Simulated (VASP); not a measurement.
Band structure of ZnPt (space group P4/mmm). These are PBEsol GGA, VASP's PBE PAW potentials (set 64) (plane waves; VASP 6.6.1) values and carry that method's errors.

Unless said otherwise, spin-orbit coupling is left out, though it shifts the bands of the heavy elements here.

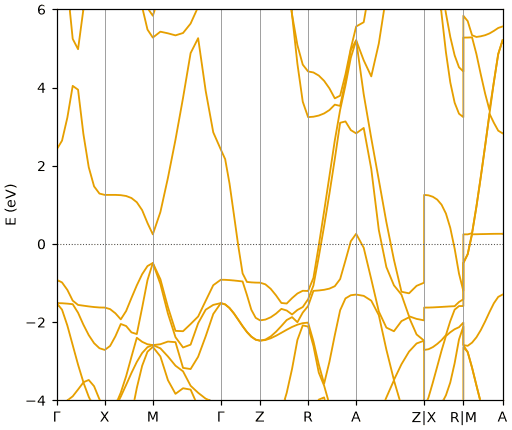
Figure. Bands along high-symmetry lines, zero at the valence-band maximum or, without a gap, the Fermi level

Q: Read the plot: is there a gap, and where are the band edges?

A: It has no gap at this level: it comes out as a metal or semimetal. (Edges off the drawn lines would not show.)

The structure comes from a measured ZnPt entry (P4/mmm) of the Crystallography Open Database, whose conditions weren't checked. It was relaxed first.
